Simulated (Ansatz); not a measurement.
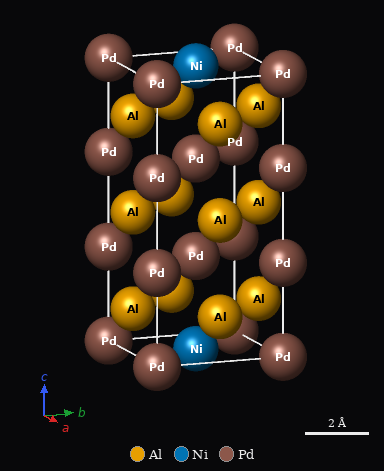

A spheres-only rendering, viewed slightly off an axis. The wireframe shows the conventional unit cell.

Al$_{6}$NiPd$_{5}$, space group P4/mmm (No. 123), a = 4.297 Å, b = 4.297 Å, c = 9.215 Å, α = 90.00°, β = 90.00°, γ = 90.00°. The initial geometry was a structure type filled with these elements by a generator (whether the compound takes this form wasn't checked). Earlier steps of the study, as a rule a relaxation of our own, may have changed the cell and positions, so they can lie some per cent off the listed ones. Ansatz was used for an electronic-structure calculation on it.

This one geometry was computed with Ansatz (DFT, plane waves, PAW) at three levels of theory: r2SCAN, LDA and PBE.

Which level gives the highest pressure at this volume, and what does that say about its equilibrium volume?

Answer. Highest: PBE (0.0 GPa), which points to the largest equilibrium volume. Lowest, with the smallest volume: LDA (-9.5 GPa). Levels within 0.5 GPa of each other can't be told apart.

How does the band gap change with the level of theory?

Answer. All levels give a metal.

Collect the results in a table.

Answer.
| level | cutoff (eV) | k-mesh of the run's cell | gap (eV) | pressure (GPa) |
| --- | --- | --- | --- | --- |
| r2SCAN | 500 | 10×10×4 | metal | -4.1 |
| LDA | 420 | 10×10×4 | metal | -9.5 |
| PBE | 420 | 10×10×4 | metal | 0.0 |

Gaps are taken on the k-mesh or band path of each run.
